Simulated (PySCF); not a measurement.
Excited-state calculation of C4F8

- system: C4F8
- method: TDDFT PBE0/def2-SVPD, vertical, gas phase, core orbitals frozen in the response (PySCF 2.14.0)

The geometry comes from this level: PBE0-D3(BJ)/def2-SVP.

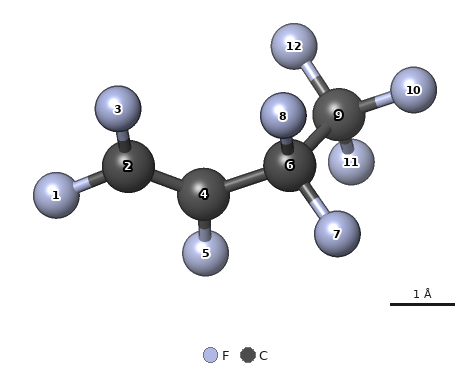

**Figure 1.** The input geometry (ball-and-stick view, seen at a tilt; atoms are numbered from 1 in the order of the input).

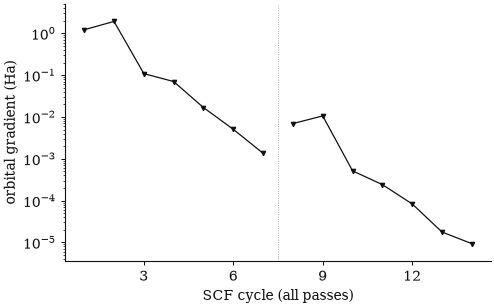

**Figure 2.** Convergence of the self-consistent field: orbital gradient against the SCF cycle. The dotted line marks the change from a coarse to the final integration grid. The first 7 cycles use a coarse grid, the final grid takes over at cycle 8, and the field converges after 14 cycles in all.

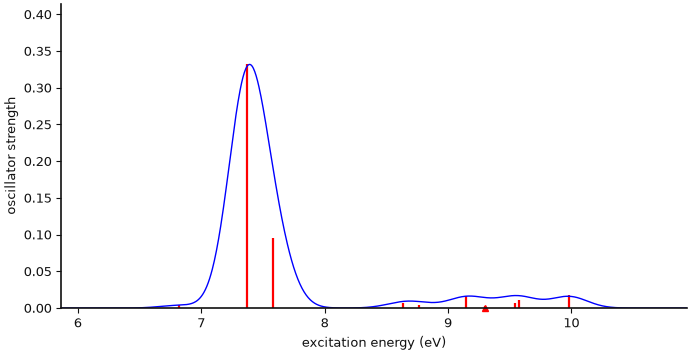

**Figure 3.** Computed excitations as sticks (degenerate states added up, dark ones marked on the axis), with a Gaussian envelope of 0.35 eV full width at half maximum, scaled to the tallest. Of the 10 states the lowest lies at 6.82 eV (f = 0.004); the strongest line is at 7.37 eV, or 168 nm (f = 0.332).

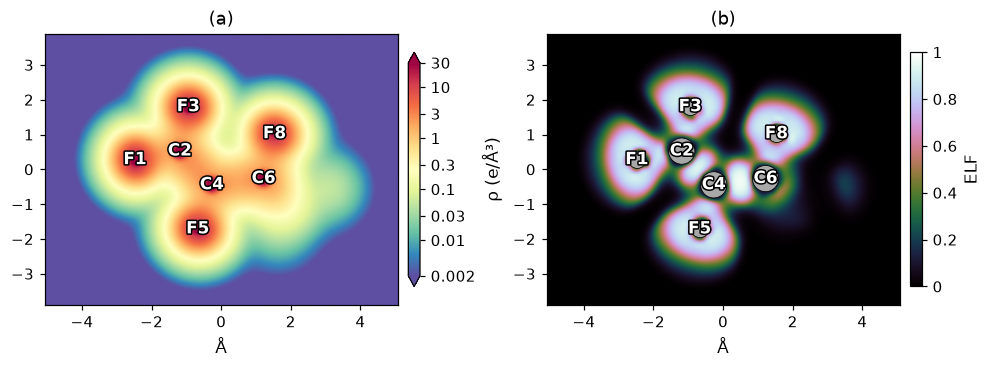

**Figure 4.** (a) total electron density; (b) ELF on the plane of atoms C2, C4 and F5. Grey discs, where drawn, cover atomic cores. The section cuts through F and C sites. C–F (1.30 Å): ρ is about 2.6 e/Å³ halfway; the ELF peaks at about 0.85 between the atoms, which marks a polar covalent bond. C–C (1.34 Å): ρ is about 2.3 e/Å³ halfway; the ELF peaks at about 0.95 between the atoms; a multiple bond by its length, whose ELF region spreads away from the axis. C–F (1.34 Å): ρ is about 2.4 e/Å³ halfway; the ELF peaks at about 0.85 between the atoms, which marks a polar covalent bond. C–C (1.50 Å): ρ is about 1.8 e/Å³ halfway; the ELF peaks at about 1 between the atoms (a covalent bond).

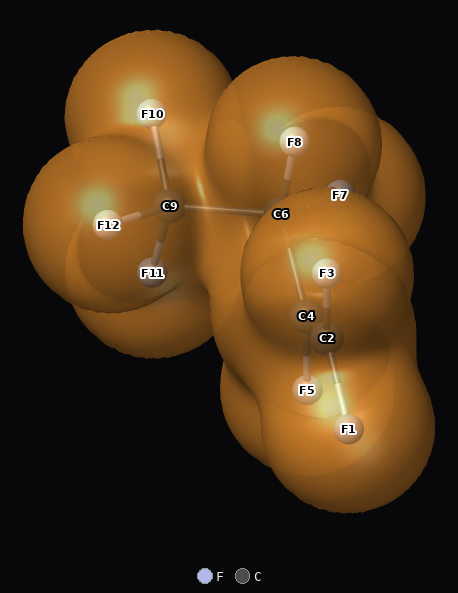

**Figure 5.** Isosurface of the total electron density at 0.1 e/Å³ (orange), seen at an oblique angle. At this value the surface is in one piece. On the grid the lowest density along these lines, outside the cores, is 2 e/Å³ (C–F, 1.30 Å), 2.3 e/Å³ (C–C, 1.34 Å), 1.8 e/Å³ (C–F, 1.34 Å) and 1.8 e/Å³ (C–C, 1.50 Å).

The input and output of the run follow.

Input
```
{"job": {"kind": "uv", "xc": "PBE0", "basis": "def2-SVPD", "ip": false}, "charge": 0, "multiplicity": 1}
F     -3.113791    -0.053024    -0.337109
C     -1.955703     0.352718     0.093800
F     -1.984188     1.586575     0.497922
C     -0.877599    -0.436392     0.105733
F     -0.977115    -1.679821    -0.351283
C      0.494393    -0.067711     0.583185
F      0.929038    -0.999038     1.449370
F      0.480559     1.123715     1.195809
C      1.535283     0.013649    -0.557757
F      2.715668     0.363893    -0.074245
F      1.648554    -1.156869    -1.166816
F      1.145230     0.922039    -1.444250
```

The first line tells a small driver script what to run in PySCF; the rest is the geometry in Å.

Run as:
```bash
OMP_NUM_THREADS=2 python <driver script> task.json out
```

The program's output
```
coarse grid: 13032 points
cycle   1  E = -949.1603868215  dE =  2.368e+00  |g| = 1.217e+00  |ddm| = 5.071e+00
cycle   2  E = -948.8219983740  dE =  3.384e-01  |g| = 1.922e+00  |ddm| = 2.978e+00
cycle   3  E = -949.4152257029  dE = -5.932e-01  |g| = 1.088e-01  |ddm| = 1.931e+00
cycle   4  E = -949.4163361210  dE = -1.110e-03  |g| = 7.027e-02  |ddm| = 2.094e-01
cycle   5  E = -949.4172933830  dE = -9.573e-04  |g| = 1.679e-02  |ddm| = 1.055e-01
cycle   6  E = -949.4173493153  dE = -5.593e-05  |g| = 5.061e-03  |ddm| = 2.850e-02
cycle   7  E = -949.4173540840  dE = -4.769e-06  |g| = 1.354e-03  |ddm| = 7.329e-03
final grid: 137664 points
cycle   8  E = -949.5378245133  dE = -4.574e-05  |g| = 6.953e-03  |ddm| = 1.138e-01
cycle   9  E = -949.5378145870  dE =  9.926e-06  |g| = 1.059e-02  |ddm| = 1.946e-02
cycle  10  E = -949.5378331699  dE = -1.858e-05  |g| = 5.150e-04  |ddm| = 1.027e-02
cycle  11  E = -949.5378332097  dE = -3.983e-08  |g| = 2.412e-04  |ddm| = 9.139e-04
cycle  12  E = -949.5378332191  dE = -9.356e-09  |g| = 8.337e-05  |ddm| = 3.466e-04
cycle  13  E = -949.5378332204  dE = -1.356e-09  |g| = 1.776e-05  |ddm| = 1.378e-04
cycle  14  E = -949.5378332205  dE = -5.139e-11  |g| = 9.340e-06  |ddm| = 3.702e-05
converged SCF energy = -949.5378332205

Static polarisability (au): isotropic 55.423, principal 45.238 52.536 68.494

Singlet excitations
state   eV       nm        f      main configurations
  1   6.8200    181.8   0.00409   H->L+1 0.88
  2   7.3676    168.3   0.33178   H->L 0.81, H->L+2 0.12
  3   7.5795    163.6   0.09530   H->L+2 0.77, H->L 0.13
  4   8.6340    143.6   0.00688   H-1->L 0.96
  5   8.7643    141.5   0.00462   H->L+3 0.93
  6   9.1456    135.6   0.01574   H->L+4 0.83
  7   9.3030    133.3   0.00304   H->L+5 0.74, H->L+6 0.09, H->L+4 0.09
  8   9.5405    130.0   0.00654   H->L+6 0.58, H->L+5 0.13, H-1->L+1 0.10
  9   9.5764    129.5   0.01125   H-1->L+1 0.72, H-1->L+2 0.11, H->L+6 0.10
 10   9.9799    124.2   0.01752   H->L+7 0.86

Triplet excitations (Tamm-Dancoff, eV): 4.3137 6.3204 7.2805 8.2075
```

Key numbers

```tsv
quantity	value
outcome	converged
total energy	−949.537833 hartree
HOMO	−8.45 eV
LUMO	−0.85 eV
dipole moment	1.07 D
mean polarisability	55.42 a.u.
lowest singlet excitation	6.82 eV
hardware	2 CPU threads, shared host
wall time	53 s (CPU time 2 min)
peak memory	1.5 GiB
```
